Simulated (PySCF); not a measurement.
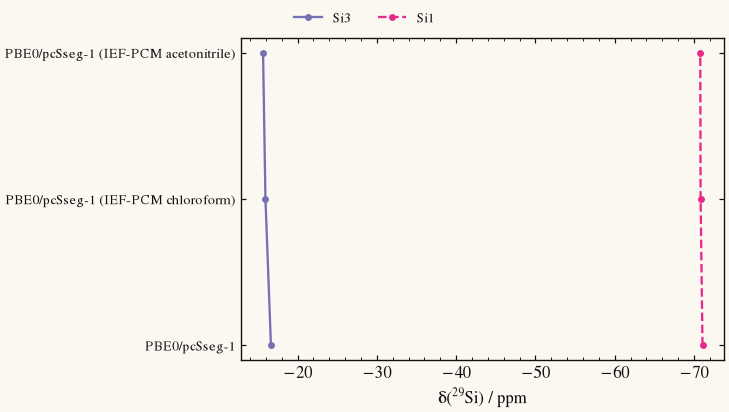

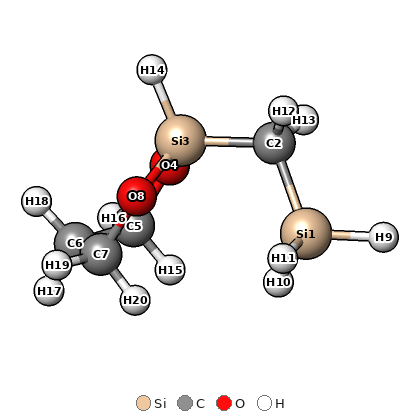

GIAO ²⁹Si shifts of C₄H₁₂O₂Si₂, SMILES [SiH3]C[SiH]1OCCCO1 at several levels, one geometry, PySCF 2.14.0, at a PBE0-D3(BJ)/def2-SVP geometry (no frequency check); values of one conformer, averaged over nuclei that symmetry, rotation about single bonds or ring flips exchange, these motions taken as fast; other conformers aren't averaged in; each against TMS at the same level.

Which of the plotted signals depends most on the level, and by how much?

That of Si3: from −16.6 ppm (PBE0/pcSseg-1) to −15.6 ppm (PBE0/pcSseg-1 (IEF-PCM acetonitrile)), a spread of 1.0 ppm. The steadiest, Si1, moves by 0.3 ppm.

Do all levels give the signals in the same order?

Yes, the order of the signals is the same at every level.
